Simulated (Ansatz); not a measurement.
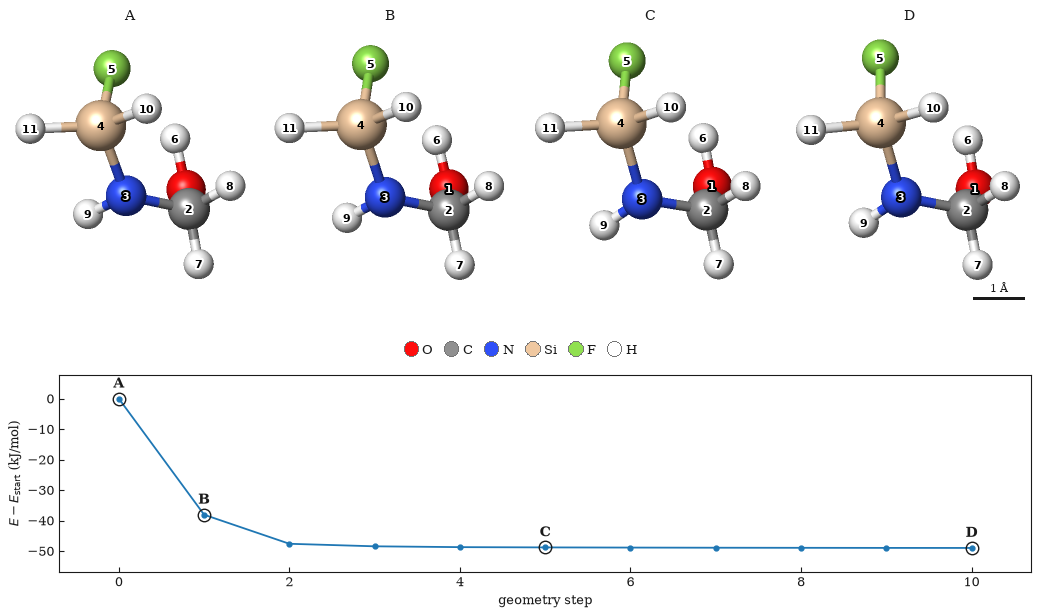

Frames of a relaxation of CH₆FNOSi (coarse preliminary run), marked on the history of the run. Style: ball-and-stick. Shown from a free direction.

The start comes from a force field.

Level of theory: RKS PBE-D4/def2-SVP in Ansatz 0.2.0.

Input file:
```yaml
crystal:
  periodic: [false, false, false]
  atoms:
    - {symbol: O, position_ang: [-1.067800, -0.795800, 1.426000]}
    - {symbol: C, position_ang: [0.103500, -1.040900, 0.777200]}
    - {symbol: N, position_ang: [0.657400, 0.183300, 0.277300]}
    - {symbol: Si, position_ang: [0.363500, 0.941000, -1.175900]}
    - {symbol: F, position_ang: [-1.302900, 1.074700, -1.156000]}
    - {symbol: H, position_ang: [-1.692600, -0.351600, 0.729100]}
    - {symbol: H, position_ang: [0.796100, -1.482200, 1.530800]}
    - {symbol: H, position_ang: [-0.009600, -1.774300, -0.009800]}
    - {symbol: H, position_ang: [0.599700, 0.883300, 1.077800]}
    - {symbol: H, position_ang: [0.691900, 0.046600, -2.263500]}
    - {symbol: H, position_ang: [0.926300, 2.259000, -1.192300]}
basis:
  gaussian: {orbitals: def2-SVP}
hamiltonian: {xc: pbe, dispersion: d4}
relax: {f_tol: 0.03, max_steps: 200}
```

Launched with:
```bash
ansatz run in.yaml --threads 4 --pin off --events-out ev --progress --plain --max-ram 10444MiB
```

Q: What happens along the run?

A: After 10 geometry steps the energy has fallen by 49.0 kJ/mol. Largest force component: 3.1 eV/Å at the start, 0.019 eV/Å at the end. The forces were under the threshold at step 6, but the run went on from there. F5 moves most after the best rigid fit: 0.33 Å. By element the largest moves are F 0.33 Å, H 0.27 Å, O 0.19 Å, N 0.15 Å, Si 0.09 Å, C 0.04 Å. Some distances before and after: N3–Si4 1.665 → 1.730 Å, Si4–H11 1.433 → 1.497 Å, O1–H6 1.036 → 0.977 Å, Si4–H10 1.446 → 1.498 Å. Among the angles between lasting bonds that change: N3–Si4–F5 101.7° → 112.5°, Si4–N3–H9 110.3° → 117.7°, C2–N3–H9 106.2° → 113.0°. Cost: 15 s on 4 threads of Arm Neoverse V1, on a shared host. From step 0 to 1: F5 moves most (0.11 Å), energy −38.1 kJ/mol. From step 1 to 5: H9 moves most (0.18 Å), energy −10.7 kJ/mol. From step 5 to 10: F5 moves most (0.16 Å), energy −0.18 kJ/mol.
